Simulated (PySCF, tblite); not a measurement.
# C₃H₁₀OSi₂: geometry, infrared bands and NMR shifts

Aim: predict the infrared bands and NMR shifts of C₃H₁₀OSi₂ (`[SiH3]OC1C[SiH2]C1`).

Computed with tblite 0.8.0 and PySCF 2.14.0, with density-fitted response routines of our own, on a single molecule in the gas phase. Atoms count from 0, in the outputs and in this text.

## Step 1: The molecule as given

16 atoms, charge 0, multiplicity 1; geometry from: force field or distance geometry start.

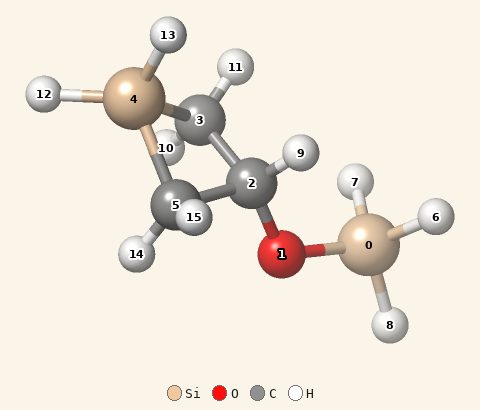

The starting geometry (silicon light orange, oxygen red, carbon grey, hydrogen white), atoms numbered; sticks join atoms by distance.

## Step 2: Relaxing the molecule with GFN2-xTB

Job settings and geometry (Å):

```
{"job": {"kind": "relax", "xc": "GFN2-xTB", "basis": "xTB"}, "charge": 0, "multiplicity": 1}
Si     2.653300     0.460800     0.220600
O      1.354800    -0.199300    -0.607400
C      0.108900    -0.375700     0.095800
C     -0.791400     0.931200     0.186000
Si    -2.316700    -0.175700     0.068800
C     -0.957500    -1.183100    -0.755100
H      2.941600    -0.358900     1.414200
H      2.295700     1.840800     0.662800
H      3.838200     0.506800    -0.662700
H      0.254200    -0.857100     1.077100
H     -0.684300     1.615000    -0.647100
H     -0.700700     1.471900     1.135000
H     -3.381900     0.324400    -0.839600
H     -2.759600    -0.721100     1.364600
H     -0.883500    -1.016800    -1.831200
H     -0.978500    -2.254300    -0.534300
```

Run with:

```bash
$ OMP_NUM_THREADS=1 python probes_run.py task.json out
```

This one command runs all jobs of the session in turn.

**Question.** This job is followed by: GFN2-xTB harmonic vibrations, gas phase; GIAO PBE0/pcSseg-1 NMR shielding, non-relativistic, gas phase. What will the session give for the following? strongest single infrared mode (GFN2-xTB); zero-point energy (GFN2-xTB); 13C shifts against TMS (PBE0/pcSseg-1, means over atoms taken as alike); 1H shifts against TMS (PBE0/pcSseg-1, means over atoms taken as alike); 29Si shifts against TMS (PBE0/pcSseg-1); 17O shifts against H2O (PBE0/pcSseg-1).

**Answer**, as computed:

| quantity | value |
| --- | --- |
| strongest single infrared mode (GFN2-xTB) | 2197 cm⁻¹, 399 km/mol |
| zero-point energy (GFN2-xTB) | 72.7 kcal/mol |
| 13C shifts against TMS (PBE0/pcSseg-1, means over atoms taken as alike) | 71.0, 23.4 ppm |
| 1H shifts against TMS (PBE0/pcSseg-1, means over atoms taken as alike) | 4.84, 4.53, 4.40, 4.33, 1.95, 1.77 ppm |
| 29Si shifts against TMS (PBE0/pcSseg-1) | -47.0, -62.5 ppm |
| 17O shifts against H2O (PBE0/pcSseg-1) | 69.1 ppm |

Relaxing lowered the energy by 0.466 eV in 91 steps; the close pair that moved most is Si0–O1, from 1.676 to 1.614 Å. All 42 modes are real, so the xTB geometry is a minimum. The strongest single mode, at 2197 cm⁻¹, moves mainly H7 and H6. GFN2-xTB is a fitted tight-binding method: band positions and strengths are rough. Its intensities can rank the bands wrongly. The most deshielded carbon is C2 (sp3 CH bonded to O), at 71.0 ppm: deshielded by the electronegative neighbour. At PBE0/pcSseg-1: The largest span, 127 ppm, is at Si0, where the paramagnetic term is -484 ppm.
